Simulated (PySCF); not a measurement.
**CrOF₄: singlet, from a square pyramidal (ligand arrangement 2) start**

The task is one start of a wider search on CrOF₄: the singlet, from a square pyramidal (ligand arrangement 2) start. It is relaxed, tested by its Hessian and followed downhill if it is a saddle.

The runs use PySCF 2.14.0; PBE, basis Cr def2-SVP, O def2-SVP, F def2-SVP, no relativity, density fitting.

## 1. Starting geometry

6 atoms, charge 0, spin multiplicity 1.

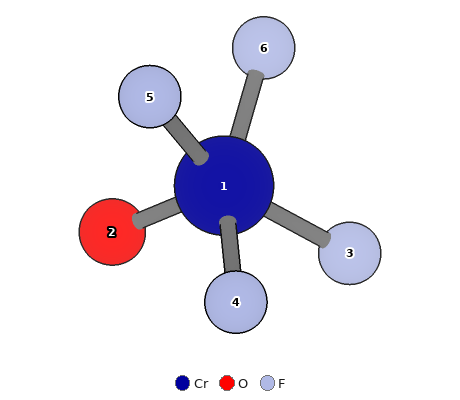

The starting geometry (chromium blue, oxygen red, fluorine light blue); atoms are numbered from 1 in the order of the file.

Z-matrix (Å, degrees; charge 0 multiplicity 1):
```
Cr
O  1 1.6800
F  1 1.8600 2 102.00
F  1 1.8600 2 102.00 3 -90.00
F  1 1.8600 2 102.00 3 180.00
F  1 1.8600 2 102.00 3 90.00
```

## 2. The SCF at the typed geometry

One driver script runs all steps and calls PySCF; scf.py shows how it sets up the SCF of each step. The optimiser is the driver's own. After this first run the driver tries any further starts and a stability analysis.

scf.py reads:

```python
from pyscf import gto, scf, dft
mol = gto.M(atom='''
Cr     0.000000     0.000000     0.000000
O      0.000000     0.000000     1.680000
F      1.819400     0.000000    -0.386700
F      0.000000     1.819400    -0.386700
F     -1.819400     0.000000    -0.386700
F     -0.000000    -1.819400    -0.386700''',
    basis={'Cr': 'def2-SVP', 'O': 'def2-SVP', 'F': 'def2-SVP'},
    charge=0, spin=0)
mf = dft.RKS(mol, xc='PBE')
mf.grids.atom_grid = (50, 194)
aux = {'Cr': 'def2-universal-JKFIT', 'O': 'def2-universal-JKFIT', 'F': 'def2-universal-JKFIT'}
mf = mf.density_fit(auxbasis=aux)
mf.conv_tol = 1e-08
mf.diis_space = 10
mf.max_cycle = 60
mf.init_guess = 'minao'
mf.verbose = 4
mf.kernel()
```

On the command line:

```
> OMP_NUM_THREADS=2 python axn.py task.json out
```

The runs that follow: Relaxing the singlet from the square pyramidal (ligand arrangement 2) start; Is it a minimum? Harmonic modes.

Q: Predict the outcome of this session. Wanted: minimum; geometry; wavenumbers; dipole moment; highest occupied, lowest empty level; polar-tensor charge of Cr1; zero-point energy; atomisation energy.

As calculated:

| quantity | value |
| --- | --- |
| minimum | singlet, C4v |
| geometry | Cr–F 1.732 Å (×4), Cr–O 1.537 Å; F–Cr–F 86.3° (×4), F–Cr–F 150.4° (×2), F–Cr–O 104.8° (×4) |
| wavenumbers (cm⁻¹) | 128 (b1), 298 (e), 349 (a1), 363 (e), 413 (b2), 558 (b1), 683 (a1), 731 (e), 1128 (a1) |
| dipole moment | 0.45 D |
| highest occupied, lowest empty level | -9.52, -7.51 eV |
| polar-tensor charge of Cr1 | +2.06 e |
| zero-point energy | 36.1 kJ/mol |
| entropy at 298.15 K | 320.8 J/(mol K) |
| atomisation energy (no zero-point energy) | 2324 kJ/mol |

What this shows: The molecule stays C4v, as typed, and the end point is a minimum. The strongest infrared band lies at 731 cm⁻¹ (e, stretch). Only this shape and spin were tried, so other structures or states may lie lower.
